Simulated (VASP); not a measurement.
# MnO2 (Pyrolusite) with r2SCAN + rVV10: from relaxation to properties, part 8 of 16

What structure does MnO2 (Pyrolusite) take at this level, and what are its properties? The start is a cell from a database of measured crystal structures.

VASP 6.6.1, plane waves and PAW; the level of theory is named at each step.

Still holding for the runs below: The magnetic order is the lowest of the few collinear ones that converged above; longer or canted patterns were not tried.

So far, gap on the k-mesh (eV): step 2 (magnetic order: ferromagnetic) 0.127; step 3 (magnetic order: antiferromagnetic within the cell) 0.376; step 6 (magnetic order: antiferromagnetic, q = (1/2, 1/2, 0)) 0.251.

## 8. Full relaxation (r2SCAN + rVV10) (continued)

Level of this step: r2SCAN with rVV10, spin-polarised from an antiferromagnetic start; plane waves and PAW (Mn_pv, O) (VASP).

Step by step:

```
step  energy less that of the first step (eV)  largest force (eV/Å)  pressure (GPa)  volume (Å³)
   1                                   0.0000                0.0573           -3.47        55.58
   2                                   0.0027                0.1119            4.36        53.98
   3                                  -0.0083                0.0835            0.05        54.83
   4                                  -0.0083                0.0840            0.12        54.82
   5                                  -0.0087                0.0419            0.00        54.79
   6                                  -0.0088                0.0021            0.05        54.80
```

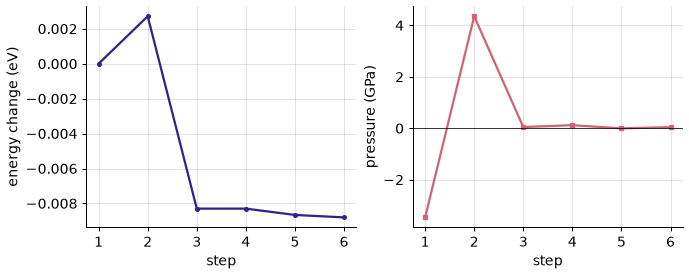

Energy and pressure along the relaxation.

| conventional cell, symmetrised | before | after | change |
| --- | --- | --- | --- |
| a (Å) | 4.398 | 4.376 | -0.5 % |
| b (Å) | 4.398 | 4.376 | -0.5 % |
| c (Å) | 2.873 | 2.862 | -0.4 % |
| volume (Å³/atom) | 9.26 | 9.13 | -1.4 % |

Final coordinates:

```xyz
6
Lattice="4.3755 0.0000 0.0000 0.0000 4.3755 0.0000 0.0000 0.0000 2.8621" Properties=species:S:1:pos:R:3 pbc="T T T"
Mn    0.0000    0.0000    0.0000
Mn    2.1878    2.1878    1.4311
O     1.3326    1.3326    0.0000
O     0.8552    3.5203    1.4311
O     3.0430    3.0430    0.0000
O     3.5203    0.8552    1.4311
```

This step gave:

```yaml
electrons: 50
bands: 34
irreducible_k_points: 30
symmetry_operations: 16
free_energy_toten: -64.2300 eV
fermi_energy: 5.176 eV
pressure: 0.04527 GPa
valence_top_at_k: 0.4, 0.4, 0
least_direct_gap_on_the_k_mesh_within_one_spin: 0.5214 eV
scf_cycles_over_all_ionic_steps: 64
gap_on_the_k_mesh: 0.3834 eV
```

Spin moment in the PAW sphere by atom:

```csv
atom,spin moment in the PAW sphere (μB)
Mn1,2.70
Mn2,-2.70
O3,-0.04
O4,0.04
O5,-0.04
O6,0.04
```

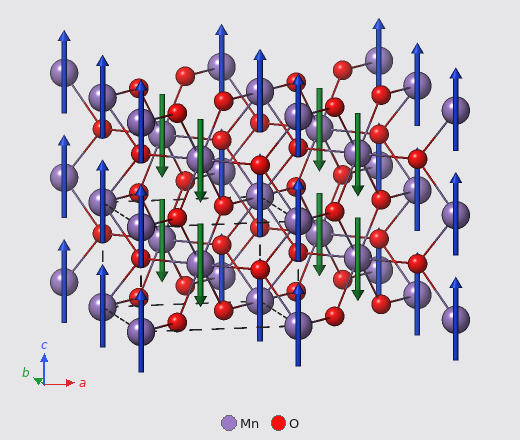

Spin moment in the PAW sphere as arrows, the longest 2.70 μB. Up and down stand for the sign. Arrows give size and sign along the axis of quantisation, drawn up and down the page. The two directions have two colours. 2×2×2 cells are drawn. Some periodic images of atoms are drawn too.

It ends with a largest force of 0.002 eV/Å and a pressure of 0.05 GPa.

## 9. Second relaxation

A relaxation keeps the plane waves of the cell it began with, so it is repeated from the new cell, on a basis made for it.

INCAR

```
SYSTEM = MnO2
PREC = Accurate
ENCUT = 520
EDIFF = 1E-06
NELM = 100
ISMEAR = 0
SIGMA = 0.05
LREAL = .FALSE.
ALGO = Normal
METAGGA = R2SCAN
LUSE_VDW = .TRUE.
IVDW_NL = 2
BPARAM = 11.95
CPARAM = 0.0093
LASPH = .TRUE.
NBANDS = 34
ISPIN = 2
MAGMOM = 2.71 -2.71 -0.04 0.04 -0.04 0.04
LMAXMIX = 4
LORBIT = 11
LWAVE = .FALSE.
LCHARG = .FALSE.
KPAR = 8
IBRION = 2
NSW = 60
ISIF = 3
EDIFFG = -0.01
```

POSCAR

```
MnO2
1.0
    4.3755429971      0.0000000000      0.0000000000
    0.0000000000      4.3755429971      0.0000000000
    0.0000000000      0.0000000000      2.8621429780
Mn O
2 4
Direct
    0.0000000000      0.0000000000      0.0000000000
    0.5000000000      0.5000000000      0.5000000000
    0.3045473266      0.3045473266      0.0000000000
    0.1954526734      0.8045473266      0.5000000000
    0.6954526734      0.6954526734      0.0000000000
    0.8045473266      0.1954526734      0.5000000000
```

KPOINTS

```
Automatic mesh
0
Gamma
5 5 8
0 0 0
```

The projector-augmented-wave data sets are Mn_pv and O (PBE family, release 64).

The run is started by

```sh
> mpirun -np 8 vasp_std
```

Output:

```text
[... set-up lines as in an earlier step ...]
 entering main loop
       N       E                     dE             d eps       ncg     rms          rms(c)
Total rVV10 correction in eV:      1.2076701    50.7297694
Total rVV10 correction in eV:      1.2076701    50.7297694
Total rVV10 correction in eV:      1.2076701    50.7297694
Total rVV10 correction in eV:      1.2076701    50.7297694
Total rVV10 correction in eV:      1.2076701    50.7297694
Total rVV10 correction in eV:      1.2076701    50.7297694
Total rVV10 correction in eV:      1.2076701    50.7297694
Total rVV10 correction in eV:      1.2076701    50.7297694
DAV:   1     0.626070152794E+03    0.62607E+03   -0.28331E+04  4184   0.181E+03
DAV:   2    -0.307812757080E+02   -0.65685E+03   -0.60337E+03  4430   0.530E+02
DAV:   3    -0.921898167976E+02   -0.61409E+02   -0.60213E+02  4290   0.174E+02
DAV:   4    -0.935186895179E+02   -0.13289E+01   -0.13240E+01  4500   0.262E+01
DAV:   5    -0.935359251583E+02   -0.17236E-01   -0.17223E-01  4400   0.317E+00    0.463E+01
Total rVV10 correction in eV:      1.2394203    50.7297660
Total rVV10 correction in eV:      1.2394203    50.7297660
Total rVV10 correction in eV:      1.2394203    50.7297660
Total rVV10 correction in eV:      1.2394203    50.7297660
Total rVV10 correction in eV:      1.2394203    50.7297660
Total rVV10 correction in eV:      1.2394203    50.7297660
Total rVV10 correction in eV:      1.2394203    50.7297660
Total rVV10 correction in eV:      1.2394203    50.7297660
DAV:   6    -0.682399240305E+02    0.25296E+02   -0.83084E+01  4596   0.110E+02    0.419E+01
Total rVV10 correction in eV:      1.2481472    50.7297668
Total rVV10 correction in eV:      1.2481472    50.7297668
Total rVV10 correction in eV:      1.2481472    50.7297668
Total rVV10 correction in eV:      1.2481472    50.7297668
Total rVV10 correction in eV:      1.2481472    50.7297668
Total rVV10 correction in eV:      1.2481472    50.7297668
Total rVV10 correction in eV:      1.2481472    50.7297668
Total rVV10 correction in eV:      1.2481472    50.7297668
DAV:   7    -0.658039479866E+02    0.24360E+01   -0.41796E+01  4146   0.911E+01    0.194E+01
Total rVV10 correction in eV:      1.2608391    50.7297662
Total rVV10 correction in eV:      1.2608391    50.7297662
Total rVV10 correction in eV:      1.2608391    50.7297662
Total rVV10 correction in eV:      1.2608391    50.7297662
Total rVV10 correction in eV:      1.2608391    50.7297662
Total rVV10 correction in eV:      1.2608391    50.7297662
Total rVV10 correction in eV:      1.2608391    50.7297662
Total rVV10 correction in eV:      1.2608391    50.7297662
DAV:   8    -0.642055739362E+02    0.15984E+01   -0.36135E+00  4260   0.234E+01    0.727E+00
Total rVV10 correction in eV:      1.2734704    50.7297662
Total rVV10 correction in eV:      1.2734704    50.7297662
Total rVV10 correction in eV:      1.2734704    50.7297662
Total rVV10 correction in eV:      1.2734704    50.7297662
Total rVV10 correction in eV:      1.2734704    50.7297662
Total rVV10 correction in eV:      1.2734704    50.7297662
Total rVV10 correction in eV:      1.2734704    50.7297662
Total rVV10 correction in eV:      1.2734704    50.7297662
DAV:   9    -0.642242502891E+02   -0.18676E-01   -0.91900E-01  4896   0.125E+01    0.371E+00
Total rVV10 correction in eV:      1.2768265    50.7297663
Total rVV10 correction in eV:      1.2768265    50.7297663
Total rVV10 correction in eV:      1.2768265    50.7297663
Total rVV10 correction in eV:      1.2768265    50.7297663
Total rVV10 correction in eV:      1.2768265    50.7297663
Total rVV10 correction in eV:      1.2768265    50.7297663
Total rVV10 correction in eV:      1.2768265    50.7297663
Total rVV10 correction in eV:      1.2768265    50.7297663
DAV:  10    -0.642286601130E+02   -0.44098E-02   -0.25503E-01  4238   0.505E+00    0.117E+00
Total rVV10 correction in eV:      1.2764940    50.7297662
Total rVV10 correction in eV:      1.2764940    50.7297662
Total rVV10 correction in eV:      1.2764940    50.7297662
Total rVV10 correction in eV:      1.2764940    50.7297662
Total rVV10 correction in eV:      1.2764940    50.7297662
Total rVV10 correction in eV:      1.2764940    50.7297662
Total rVV10 correction in eV:      1.2764940    50.7297662
Total rVV10 correction in eV:      1.2764940    50.7297662
DAV:  11    -0.642287546372E+02   -0.94524E-04   -0.21908E-02  4278   0.101E+00    0.518E-01
Total rVV10 correction in eV:      1.2764251    50.7297662
Total rVV10 correction in eV:      1.2764251    50.7297662
Total rVV10 correction in eV:      1.2764251    50.7297662
Total rVV10 correction in eV:      1.2764251    50.7297662
Total rVV10 correction in eV:      1.2764251    50.7297662
Total rVV10 correction in eV:      1.2764251    50.7297662
Total rVV10 correction in eV:      1.2764251    50.7297662
Total rVV10 correction in eV:      1.2764251    50.7297662
DAV:  12    -0.642289173222E+02   -0.16268E-03   -0.20933E-03  4308   0.344E-01    0.246E-01
Total rVV10 correction in eV:      1.2764170    50.7297662
Total rVV10 correction in eV:      1.2764170    50.7297662
Total rVV10 correction in eV:      1.2764170    50.7297662
Total rVV10 correction in eV:      1.2764170    50.7297662
Total rVV10 correction in eV:      1.2764170    50.7297662
Total rVV10 correction in eV:      1.2764170    50.7297662
Total rVV10 correction in eV:      1.2764170    50.7297662
Total rVV10 correction in eV:      1.2764170    50.7297662
DAV:  13    -0.642285892931E+02    0.32803E-03   -0.29788E-04  5044   0.314E-01    0.108E-01
Total rVV10 correction in eV:      1.2765343    50.7297662
Total rVV10 correction in eV:      1.2765343    50.7297662
Total rVV10 correction in eV:      1.2765343    50.7297662
Total rVV10 correction in eV:      1.2765343    50.7297662
Total rVV10 correction in eV:      1.2765343    50.7297662
Total rVV10 correction in eV:      1.2765343    50.7297662
Total rVV10 correction in eV:      1.2765343    50.7297662
Total rVV10 correction in eV:      1.2765343    50.7297662
DAV:  14    -0.642285655961E+02    0.23697E-04   -0.11744E-04  4356   0.125E-01    0.487E-02
Total rVV10 correction in eV:      1.2765511    50.7297662
Total rVV10 correction in eV:      1.2765511    50.7297662
Total rVV10 correction in eV:      1.2765511    50.7297662
Total rVV10 correction in eV:      1.2765511    50.7297662
Total rVV10 correction in eV:      1.2765511    50.7297662
Total rVV10 correction in eV:      1.2765511    50.7297662
Total rVV10 correction in eV:      1.2765511    50.7297662
Total rVV10 correction in eV:      1.2765511    50.7297662
DAV:  15    -0.642285742028E+02   -0.86067E-05   -0.27557E-05  4290   0.888E-02    0.115E-02
Total rVV10 correction in eV:      1.2765376    50.7297662
Total rVV10 correction in eV:      1.2765376    50.7297662
Total rVV10 correction in eV:      1.2765376    50.7297662
Total rVV10 correction in eV:      1.2765376    50.7297662
Total rVV10 correction in eV:      1.2765376    50.7297662
Total rVV10 correction in eV:      1.2765376    50.7297662
Total rVV10 correction in eV:      1.2765376    50.7297662
Total rVV10 correction in eV:      1.2765376    50.7297662
DAV:  16    -0.642285804448E+02   -0.62420E-05   -0.10293E-05  4246   0.245E-02    0.770E-03
Total rVV10 correction in eV:      1.2765344    50.7297662
Total rVV10 correction in eV:      1.2765344    50.7297662
Total rVV10 correction in eV:      1.2765344    50.7297662
Total rVV10 correction in eV:      1.2765344    50.7297662
Total rVV10 correction in eV:      1.2765344    50.7297662
Total rVV10 correction in eV:      1.2765344    50.7297662
Total rVV10 correction in eV:      1.2765344    50.7297662
Total rVV10 correction in eV:      1.2765344    50.7297662
DAV:  17    -0.642285766306E+02    0.38143E-05   -0.83187E-07  2202   0.125E-02    0.344E-03
Total rVV10 correction in eV:      1.2765342    50.7297662
Total rVV10 correction in eV:      1.2765342    50.7297662
Total rVV10 correction in eV:      1.2765342    50.7297662
Total rVV10 correction in eV:      1.2765342    50.7297662
Total rVV10 correction in eV:      1.2765342    50.7297662
Total rVV10 correction in eV:      1.2765342    50.7297662
Total rVV10 correction in eV:      1.2765342    50.7297662
Total rVV10 correction in eV:      1.2765342    50.7297662
DAV:  18    -0.642285784633E+02   -0.18327E-05   -0.40994E-07  2176   0.643E-03    0.135E-03
Total rVV10 correction in eV:      1.2765339    50.7297662
Total rVV10 correction in eV:      1.2765339    50.7297662
Total rVV10 correction in eV:      1.2765339    50.7297662
Total rVV10 correction in eV:      1.2765339    50.7297662
Total rVV10 correction in eV:      1.2765339    50.7297662
Total rVV10 correction in eV:      1.2765339    50.7297662
Total rVV10 correction in eV:      1.2765339    50.7297662
Total rVV10 correction in eV:      1.2765339    50.7297662
DAV:  19    -0.642285787673E+02   -0.30409E-06   -0.12647E-07  2168   0.295E-03
Total rVV10 correction in eV:      1.2765285    50.7297662
Total rVV10 correction in eV:      1.2765285    50.7297662
Total rVV10 correction in eV:      1.2765285    50.7297662
Total rVV10 correction in eV:      1.2765285    50.7297662
Total rVV10 correction in eV:      1.2765285    50.7297662
Total rVV10 correction in eV:      1.2765285    50.7297662
Total rVV10 correction in eV:      1.2765285    50.7297662
Total rVV10 correction in eV:      1.2765285    50.7297662
Total rVV10 correction in eV:      1.2765311    50.7297662
Total rVV10 correction in eV:      1.2765311    50.7297662
Total rVV10 correction in eV:      1.2765311    50.7297662
Total rVV10 correction in eV:      1.2765311    50.7297662
Total rVV10 correction in eV:      1.2765311    50.7297662
Total rVV10 correction in eV:      1.2765311    50.7297662
Total rVV10 correction in eV:      1.2765311    50.7297662
Total rVV10 correction in eV:      1.2765311    50.7297662
   1 F= -.64228579E+02 E0= -.64228579E+02  d E =-.642286E+02  mag=    -0.0000
 curvature:   0.00 expect dE= 0.000E+00 dE for cont linesearch  0.000E+00
 trial: gam= 0.00000 g(F)=  0.142E-05 g(S)=  0.395E-05 ort = 0.000E+00 (trialstep = 0.100E+01)
 search vector abs. value=  0.537E-05
 reached required accuracy - stopping structural energy minimisation
```

Run time: 75 s. Hardware: 8 MPI ranks of Intel Xeon Platinum 8488C (Sapphire Rapids), shared host; peak memory 3.2 GiB; 9.8 min of CPU time.

Parts of OUTCAR (step 9):

```text
   ENCUT  =  520.0 eV  38.22 Ry    6.18 a.u.   8.14  8.14  5.32*2*pi/ulx,y,z

   NELECT =      50.0000    total number of electrons

 E-fermi :   5.1760

 spin component 1
 k-point     1 :       0.0000    0.0000    0.0000
  band No.  band energies     occupation
    ...
     21       3.0503      1.00000
     22       3.5379      1.00000
     23       4.0715      1.00000
     24       4.1507      1.00000
     25       4.7422      1.00000
     26       5.3651      0.00000
     27       6.1079      0.00000
     28       6.8171      0.00000
     29       7.7910      0.00000
     30       8.7965      0.00000
    ...

 k-point     2 :       0.2000    0.0000    0.0000
  band No.  band energies     occupation
    ...
     21       2.7671      1.00000
     22       3.4714      1.00000
     23       3.6709      1.00000
     24       3.9729      1.00000
     25       4.5690      1.00000
     26       6.0798      0.00000
     27       6.3921      0.00000
     28       6.9908      0.00000
     29       7.7550      0.00000
     30       8.6059      0.00000
    ...

  Total        0.0086572      0.0086572      0.0184748      0.0000000      0.0000000      0.0000000
  in kB        0.2531244      0.2531244      0.5401760      0.0000000      0.0000000      0.0000000
  external PRESSURE =       0.3488083 kB  Pullay stress =       0.0000000 kB

 POSITION                                       TOTAL-FORCE (eV/Angst)
 -----------------------------------------------------------------------------------
      0.00000      0.00000      0.00000         0.000000     -0.000000     -0.000000
      2.18777      2.18777      1.43107         0.000000     -0.000000     -0.000000
      1.33256      1.33256      0.00000        -0.001916     -0.001916     -0.000000
      0.85521      3.52033      1.43107         0.001916     -0.001916     -0.000000
      3.04298      3.04298      0.00000         0.001916      0.001916      0.000000
      3.52033      0.85521      1.43107        -0.001916      0.001916      0.000000
 -----------------------------------------------------------------------------------
    total drift:                                0.000000      0.000000      0.000000

  FREE ENERGIE OF THE ION-ELECTRON SYSTEM (eV)
  ---------------------------------------------------
  free  energy   TOTEN  =       -64.2285787673 eV

  energy  without entropy=      -64.2285787672  energy(sigma->0) =      -64.22857877

[... 7 parts as in an earlier step ...]

[... 14 further parts left out ...]
```

Little changed from the start: no atom moved by 0.005 Å and no cell edge by 0.1 %.

Numbers from this step:

```
free energy (TOTEN)             : -64.2286 eV
pressure                        : 0.03488 GPa
SCF cycles over all ionic steps : 19
```

It ends with a largest force of 0.003 eV/Å and a pressure of 0.03 GPa. The volume moved by under 0.01 %: the run met its threshold at the first step.

[end of part 8 of 16]

[Lines on the potential files, build, host, timing and source positions are cut from VASP's logs without a mark.]

[Logs are printed without paths, hosts, clocks, repeated set-up lines and the standing remarks that a program may print on its own settings, such as how far it seeks lower states.]

[Hosts, paths, dates, database ids (printed as entryN), source tags and the programs' standing remarks are cut or masked in the printed files.]

[A measured line is paired with the nearest computed mode of its activity, which favours agreement.]

[In band tables of VASP the shares of atoms and orbitals are scaled to a sum of 1 inside the atoms' spheres.]
